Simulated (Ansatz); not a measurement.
System: a (110) slab cut from Ta (Im-3m), 12 atoms in the cell. Starting structure of the relaxation:

```xyz
12
Lattice="5.6897 0.0000 0.0000 -1.8966 5.3643 0.0000 0.0000 0.0000 20.6456" Properties=species:S:1:pos:R:3 pbc="T T T"
Ta    0.9483    1.3411    8.0000
Ta    0.0000    4.0232    8.0000
Ta    3.7931    1.3411    8.0000
Ta    2.8448    4.0232    8.0000
Ta    1.8966    2.6821   10.3228
Ta    2.8448    0.0000   10.3228
Ta   -0.9483    2.6821   10.3228
Ta    0.0000    0.0000   10.3228
Ta    2.8448    4.0232   12.6456
Ta    3.7931    1.3411   12.6456
Ta    0.0000    4.0232   12.6456
Ta    0.9483    1.3411   12.6456
```

Method: DFT PBE+D3(BJ), scalar-relativistic, plane waves, PAW, no spin polarisation, 4×4×1 k mesh, 420 eV cutoff, Gaussian smearing of 0.1 eV (Ansatz 0.2.0).

What does the potential across the slab give for the work function?

The work function is 4.76 eV, the same on both faces. The two vacuum levels agree, so the slab has no net dipole along its normal. The outermost atoms are 4.5 Å apart, which leaves 16.1 Å of vacuum in a cell 20.6 Å high.

Spin-orbit coupling is left out, which matters for Ta.

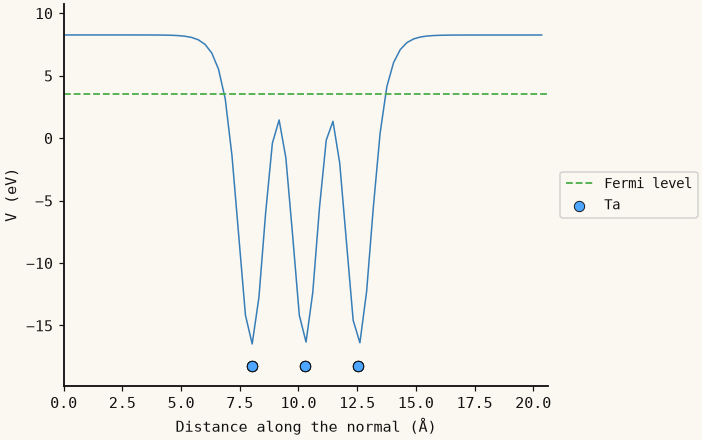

Plane-averaged electrostatic potential energy of an electron across the slab; circles at the bottom mark the heights of the atoms (positions after relaxation).
